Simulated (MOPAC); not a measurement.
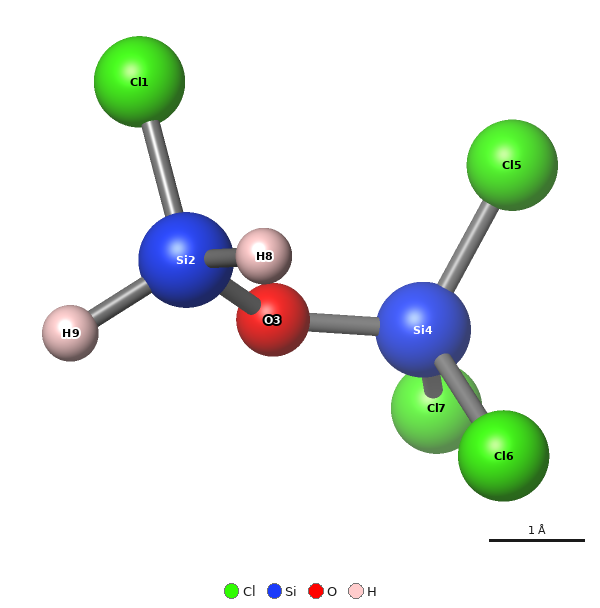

Fig. 1: The structure as given in the input (ball-and-stick view, seen at a tilt; atoms are numbered from 1 in the order of the input).

## Run report: Si$_{2}$H$_{2}$Cl$_{4}$O, energy and gradient calculation

- system: Si$_{2}$H$_{2}$Cl$_{4}$O, SMILES Cl[SiH2]O[Si](Cl)(Cl)Cl
- method: PM6, closed shell (MOPAC 23.2.5)

The geometry: force field.

## The program's output
```
MOPAC v23.2.5
PM6 CALCULATION RESULTS

 *  PM6        - The PM6 Hamiltonian to be used
 *  1SCF       - DO 1 SCF AND THEN STOP
 *  THREADS=1  - MULTI-THREADING NOT USED
 *  AUX        - OUTPUT AUXILIARY INFORMATION
 *  GRADIENTS  - ALL GRADIENTS TO BE PRINTED
 *  DISP       - PRINT DISPERSION AND HYDROGEN BOND ENERGIES
 *  BONDS      - FINAL BOND-ORDER MATRIX TO BE PRINTED
PM6 1SCF BONDS GRADIENTS DISP AUX(PRECISION=6) THREADS=1
 Cl4H2OSi2, PM6

   ATOM   CHEMICAL          X               Y               Z
  NUMBER   SYMBOL      (ANGSTROMS)     (ANGSTROMS)     (ANGSTROMS)

     1      Cl         -2.66010000  *  -0.81640000  *   0.80720000  *
     2      Si         -0.76650000  *  -0.35150000  *   1.37000000  *
     3       O          0.21410000  *  -0.61710000  *   0.05460000  *
     4      Si          0.79220000  *   0.24220000  *  -1.22230000  *
     5      Cl         -0.62260000  *   1.20970000  *  -2.22900000  *
     6      Cl          2.18710000  *   1.54630000  *  -0.49660000  *
     7      Cl          1.80740000  *  -1.03230000  *  -2.43510000  *
     8       H         -0.69960000  *   1.10400000  *   1.74050000  *
     9       H         -0.37800000  *  -1.22730000  *   2.47960000  *

          CARTESIAN COORDINATES

    NO.       ATOM           X           Y           Z

     1        Cl         -2.6601     -0.8164      0.8072
     2        Si         -0.7665     -0.3515      1.3700
     3         O          0.2141     -0.6171      0.0546
     4        Si          0.7922      0.2422     -1.2223
     5        Cl         -0.6226      1.2097     -2.2290
     6        Cl          2.1871      1.5463     -0.4966
     7        Cl          1.8074     -1.0323     -2.4351
     8         H         -0.6996      1.1040      1.7405
     9         H         -0.3780     -1.2273      2.4796

           Empirical Formula: H2 O Cl4 Si2  =     9 atoms

      MOLECULAR POINT GROUP   :   C1

      RHF CALCULATION, NO. OF DOUBLY OCCUPIED LEVELS = 22

 -------------------------------------------------------------------------------
 PM6 1SCF BONDS GRADIENTS DISP AUX(PRECISION=6) THREADS=1
 Cl4H2OSi2, PM6

     1SCF WAS SPECIFIED, SO BFGS WAS NOT USED
     SCF FIELD WAS ACHIEVED

                              PM6 CALCULATION

          FINAL HEAT OF FORMATION =       -253.18223 KCAL/MOL =   -1059.31446 KJ/MOL

          TOTAL ENERGY            =     -34374.61992 KCAL/MOL = ELECTRONIC ENERGY + CORE-CORE REPULSION
          ENERGY OF ATOMS         =      34121.43769 KCAL/MOL
                              SUM =       -253.18223 KCAL/MOL
          DISPERSION ENERGY       =          0.00000 KCAL/MOL
                              SUM =       -253.18223 KCAL/MOL = FINAL HEAT OF FORMATION

          TOTAL ENERGY            =      -1490.62460 EV
          ELECTRONIC ENERGY       =      -4848.39043 EV
          CORE-CORE REPULSION     =       3357.76583 EV
          COSMO AREA              =        187.99 SQUARE ANGSTROMS
          COSMO VOLUME            =        197.38 CUBIC ANGSTROMS

          GRADIENT NORM           =         57.99754          =       19.33251 PER ATOM
          IONIZATION POTENTIAL    =         11.050979 EV
          HOMO LUMO ENERGIES (EV) =        -11.051 -1.051
          NO. OF FILLED LEVELS    =         22
          MOLECULAR WEIGHT        =        215.9982         POINT GROUP:  C1

          MOLECULAR DIMENSIONS (Angstroms)

            Atom       Atom       Distance
           Cl     6   Cl     1     5.54776
           Cl     5    H     9     4.94388
           Cl     7    H     8     4.41536

          SCF CALCULATIONS        =          1

          WALL-CLOCK TIME         =      0.035 SECONDS
          COMPUTATION TIME        =      0.034 SECONDS

          LARGEST ATOMIC GRADIENTS

          Atom     Label                     Cartesian Gradients           Cartesian Coordinates       |Gradient|
                                           X          Y          Z        X          Y          Z

             4      Si                 -33.226      3.952     11.013    0.79220    0.24220   -1.22230     35.226
             2      Si                   9.055     -7.069    -24.810   -0.76650   -0.35150    1.37000     27.340
             8       H                   0.197     18.463      6.151   -0.69960    1.10400    1.74050     19.462
             3       O                  -2.405    -15.671      9.668    0.21410   -0.61710    0.05460     18.569
             6      Cl                  13.613      9.188      4.922    2.18710    1.54630   -0.49660     17.145
             7      Cl                  11.220     -7.852    -10.010    1.80740   -1.03230   -2.43510     16.963
             9       H                  -0.729     -2.791      6.573   -0.37800   -1.22730    2.47960      7.178
             5      Cl                  -0.021      2.176     -2.812   -0.62260    1.20970   -2.22900      3.556
             1      Cl                   2.297     -0.396     -0.695   -2.66010   -0.81640    0.80720      2.432

       FINAL  POINT  AND  DERIVATIVES

   PARAMETER     ATOM    TYPE            VALUE        GRADIENT
      1          1 Cl    CARTESIAN X    -2.660100      2.297233  KCAL/ANGSTROM
      2          1 Cl    CARTESIAN Y    -0.816400     -0.395803  KCAL/ANGSTROM
      3          1 Cl    CARTESIAN Z     0.807200     -0.694819  KCAL/ANGSTROM
      4          2 Si    CARTESIAN X    -0.766500      9.055007  KCAL/ANGSTROM
      5          2 Si    CARTESIAN Y    -0.351500     -7.069446  KCAL/ANGSTROM
      6          2 Si    CARTESIAN Z     1.370000    -24.809625  KCAL/ANGSTROM
      7          3  O    CARTESIAN X     0.214100     -2.405344  KCAL/ANGSTROM
      8          3  O    CARTESIAN Y    -0.617100    -15.670556  KCAL/ANGSTROM
      9          3  O    CARTESIAN Z     0.054600      9.668163  KCAL/ANGSTROM
     10          4 Si    CARTESIAN X     0.792200    -33.226008  KCAL/ANGSTROM
     11          4 Si    CARTESIAN Y     0.242200      3.951715  KCAL/ANGSTROM
     12          4 Si    CARTESIAN Z    -1.222300     11.013099  KCAL/ANGSTROM
     13          5 Cl    CARTESIAN X    -0.622600     -0.020868  KCAL/ANGSTROM
     14          5 Cl    CARTESIAN Y     1.209700      2.175751  KCAL/ANGSTROM
     15          5 Cl    CARTESIAN Z    -2.229000     -2.812436  KCAL/ANGSTROM
     16          6 Cl    CARTESIAN X     2.187100     13.612604  KCAL/ANGSTROM
     17          6 Cl    CARTESIAN Y     1.546300      9.188082  KCAL/ANGSTROM
     18          6 Cl    CARTESIAN Z    -0.496600      4.922005  KCAL/ANGSTROM
     19          7 Cl    CARTESIAN X     1.807400     11.219524  KCAL/ANGSTROM
     20          7 Cl    CARTESIAN Y    -1.032300     -7.852260  KCAL/ANGSTROM
     21          7 Cl    CARTESIAN Z    -2.435100    -10.010127  KCAL/ANGSTROM
     22          8  H    CARTESIAN X    -0.699600      0.197015  KCAL/ANGSTROM
     23          8  H    CARTESIAN Y     1.104000     18.463122  KCAL/ANGSTROM
     24          8  H    CARTESIAN Z     1.740500      6.151123  KCAL/ANGSTROM
     25          9  H    CARTESIAN X    -0.378000     -0.729163  KCAL/ANGSTROM
     26          9  H    CARTESIAN Y    -1.227300     -2.790604  KCAL/ANGSTROM
     27          9  H    CARTESIAN Z     2.479600      6.572617  KCAL/ANGSTROM

   ATOM   CHEMICAL          X               Y               Z
  NUMBER   SYMBOL      (ANGSTROMS)     (ANGSTROMS)     (ANGSTROMS)

     1      Cl         -2.66010000  *  -0.81640000  *   0.80720000  *
     2      Si         -0.76650000  *  -0.35150000  *   1.37000000  *
     3       O          0.21410000  *  -0.61710000  *   0.05460000  *
     4      Si          0.79220000  *   0.24220000  *  -1.22230000  *
     5      Cl         -0.62260000  *   1.20970000  *  -2.22900000  *
     6      Cl          2.18710000  *   1.54630000  *  -0.49660000  *
     7      Cl          1.80740000  *  -1.03230000  *  -2.43510000  *
     8       H         -0.69960000  *   1.10400000  *   1.74050000  *
     9       H         -0.37800000  *  -1.22730000  *   2.47960000  *

                             CARTESIAN COORDINATES

   1   Cl       -2.660100000    -0.816400000     0.807200000
   2   Si       -0.766500000    -0.351500000     1.370000000
   3    O        0.214100000    -0.617100000     0.054600000
   4   Si        0.792200000     0.242200000    -1.222300000
   5   Cl       -0.622600000     1.209700000    -2.229000000
   6   Cl        2.187100000     1.546300000    -0.496600000
   7   Cl        1.807400000    -1.032300000    -2.435100000
   8    H       -0.699600000     1.104000000     1.740500000
   9    H       -0.378000000    -1.227300000     2.479600000

           Empirical Formula: H2 O Cl4 Si2  =     9 atoms

      MOLECULAR POINT GROUP   :   C1

                  EIGENVALUES
 -30.47270 -26.70311 -26.49630 -26.28602 -26.14016 -20.12724 -17.99078 -15.76009
 -15.65245 -15.37631 -13.80612 -13.66167 -12.87699 -12.72209 -12.56192 -12.36697
 -12.29399 -11.93579 -11.66432 -11.52298 -11.31146 -11.05098  -1.05150  -0.50937
  -0.20626   0.00952   0.16221   0.27813   0.57755   0.64205   0.76004   0.96890
   1.44150   1.61352   1.66717   1.94631   3.19738   3.98998   4.32415   4.49388
  86.63219  86.85144  86.98031  87.36021  87.45508  87.78561  87.95484  88.22384
  88.52132  88.60061  88.70035  88.76202  88.77337  88.85024  88.88284  88.93440
  89.17017  89.23310  89.28061  89.29473

              NET ATOMIC CHARGES AND DIPOLE CONTRIBUTIONS

  ATOM NO.   TYPE          CHARGE      No. of ELECS.   s-Pop       p-Pop       d-Pop
    1         Cl          -0.191009        7.1910     1.99312     5.19562     0.00227
    2         Si           0.464137        3.5359     1.12638     1.48302     0.92646
    3          O          -0.485462        6.4855     1.62685     4.85861
    4         Si           0.564539        3.4355     0.95612     1.34491     1.13442
    5         Cl          -0.085325        7.0853     1.99194     5.09081     0.00258
    6         Cl          -0.149977        7.1500     1.99285     5.15451     0.00261
    7         Cl          -0.124602        7.1246     1.99253     5.12952     0.00255
    8          H          -0.000207        1.0002     1.00021
    9          H           0.007905        0.9921     0.99209
 DIPOLE           X         Y         Z       TOTAL
 POINT-CHG.    -0.035     1.022     1.693     1.978
 HYBRID        -0.207    -0.466    -0.729     0.890
 SUM           -0.242     0.556     0.964     1.138

          ATOMIC ORBITAL ELECTRON POPULATIONS

     Atom    s        px        py        pz      x^2-y^2     xz        z^2       yz        xy
    1 Cl   1.99312   1.48844   1.86427   1.84291   0.00084   0.00064   0.00027   0.00009   0.00043
    2 Si   1.12638   0.36739   0.66616   0.44947   0.24043   0.18620   0.17615   0.22065   0.10302
    3  O   1.62685   1.64020   1.67734   1.54106
    4 Si   0.95612   0.45580   0.45097   0.43814   0.16924   0.24878   0.19883   0.25814   0.25943
    5 Cl   1.99194   1.62739   1.73717   1.72625   0.00037   0.00068   0.00034   0.00051   0.00068
    6 Cl   1.99285   1.64386   1.68629   1.82436   0.00044   0.00050   0.00029   0.00050   0.00090
    7 Cl   1.99253   1.73783   1.69175   1.69994   0.00031   0.00058   0.00038   0.00070   0.00058
    8  H   1.00021
    9  H   0.99209

          BONDING CONTRIBUTION OF EACH M.O.

  1.2903  0.2180  0.1281  0.0932  0.0894  1.4456  1.4071  1.2277  1.5207  1.2555
  1.3731  1.2778  0.7925  1.5020  0.9399  0.8441  0.6886  0.5413  0.3749  0.3212
  0.2889  1.4401 -2.1847 -0.6900 -0.6305 -0.8901 -0.8869 -0.8945 -0.5226 -0.5147
 -0.4375 -1.0765 -1.1568 -1.2247 -0.8244 -0.8266 -1.5213 -1.4703 -1.6962 -1.5803
 -0.0052 -0.0027 -0.0015 -0.0007 -0.0004 -0.0014 -0.0021 -0.0024 -0.0009 -0.0009
 -0.0031 -0.0030 -0.0016 -0.0012 -0.0013 -0.0011 -0.0004 -0.0007 -0.0005 -0.0003

            (VALENCIES)   BOND ORDERS

     1 Cl     (1.271)     2 Si 1.214     3  O 0.018     8  H 0.017     9  H 0.017

     2 Si     (4.323)     1 Cl 1.214     3  O 1.112     9  H 0.957     8  H 0.954     4 Si 0.068

     3  O     (2.398)     4 Si 1.189     2 Si 1.112     5 Cl 0.022     6 Cl 0.022     7 Cl 0.020     1 Cl 0.018

     4 Si     (5.009)     5 Cl 1.298     7 Cl 1.237     6 Cl 1.205     3  O 1.189     2 Si 0.068

     5 Cl     (1.405)     4 Si 1.298     7 Cl 0.039     6 Cl 0.039     3  O 0.022

     6 Cl     (1.311)     4 Si 1.205     7 Cl 0.039     5 Cl 0.039     3  O 0.022

     7 Cl     (1.343)     4 Si 1.237     5 Cl 0.039     6 Cl 0.039     3  O 0.020

     8  H     (1.000)     2 Si 0.954     1 Cl 0.017     9  H 0.015

     9  H     (1.000)     2 Si 0.957     1 Cl 0.017     8  H 0.015

 *                    *
 * JOB ENDED NORMALLY *
 *                    *

 TOTAL JOB TIME:             0.05 SECONDS

 == MOPAC DONE ==
```

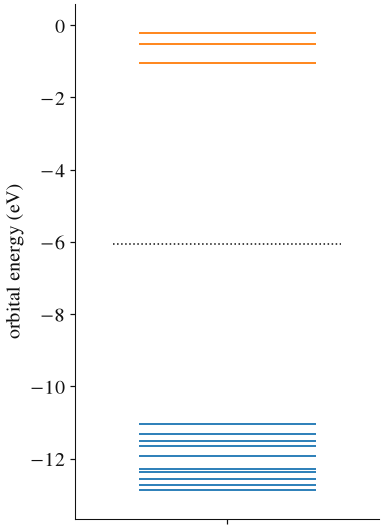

Fig. 2: Orbital energies near the frontier; the dotted line parts filled from empty levels, and levels within 0.02 eV of each other stand side by side. Highest filled −11.05 eV, lowest empty −1.05 eV, 10.00 eV apart.

This output came from the following input.

## Input file (calc.mop)
```
PM6 1SCF BONDS GRADIENTS DISP AUX(PRECISION=6) THREADS=1
Cl4H2OSi2, PM6

Cl    -2.660100 1    -0.816400 1     0.807200 1
Si    -0.766500 1    -0.351500 1     1.370000 1
O      0.214100 1    -0.617100 1     0.054600 1
Si     0.792200 1     0.242200 1    -1.222300 1
Cl    -0.622600 1     1.209700 1    -2.229000 1
Cl     2.187100 1     1.546300 1    -0.496600 1
Cl     1.807400 1    -1.032300 1    -2.435100 1
H     -0.699600 1     1.104000 1     1.740500 1
H     -0.378000 1    -1.227300 1     2.479600 1
```

Command:
```bash
mopac calc.mop
```

## Results in brief

```csv
quantity,value
outcome,converged
total energy,−54.779444 hartree
dispersion energy,0.000000 hartree
heat of formation,−253.18 kcal/mol
basis functions,60
largest force,1.528 eV/Å
HOMO,−11.05 eV
LUMO,−1.05 eV
dipole moment,1.14 D
hardware,"1 thread of Arm Neoverse N1, 98 GiB of memory available, shared host"
peak memory,0.12 GiB
```

MOPAC's energies along a path are heats of formation.
